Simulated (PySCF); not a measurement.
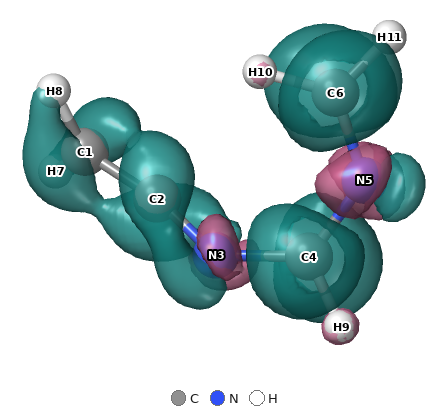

Figure. C4H5N2 (SMILES C=[C]/N=C\N=C) (doublet). Isosurfaces of the spin density at +0.02 (teal) and −0.02 e/Å³ (pink), seen at a tilt.

Geometry: GFN2-xTB.

The calculation used UKS B3LYP, pcH-1 on C H N, non-relativistic, mean-field spin-orbit, GIAO in PySCF 2.14.0, density-fitted response routines.

```yaml
atoms:
  - { symbol: C, position_ang: [2.1802, -0.3807, -0.4834] }
  - { symbol: C, position_ang: [1.1439, 0.3570, -0.2091] }
  - { symbol: N, position_ang: [0.3137, 1.2129, 0.0380] }
  - { symbol: C, position_ang: [-1.0157, 1.3282, 0.1025] }
  - { symbol: N, position_ang: [-1.8788, 0.3335, 0.1949] }
  - { symbol: C, position_ang: [-1.5907, -0.8997, 0.4079] }
  - { symbol: H, position_ang: [2.7914, -0.1872, -1.3472] }
  - { symbol: H, position_ang: [2.4482, -1.2235, 0.1284] }
  - { symbol: H, position_ang: [-1.4017, 2.3345, 0.1096] }
  - { symbol: H, position_ang: [-0.6003, -1.2504, 0.7011] }
  - { symbol: H, position_ang: [-2.3847, -1.6218, 0.3310] }
```

Describe the spin distribution.

Answer. The unpaired spin (1 electron) lies mostly on C6 (about 0.3), C4 (about 0.3), C2 (about 0.1) and C1 (about 0.1), in electrons by Hirshfeld's partition.
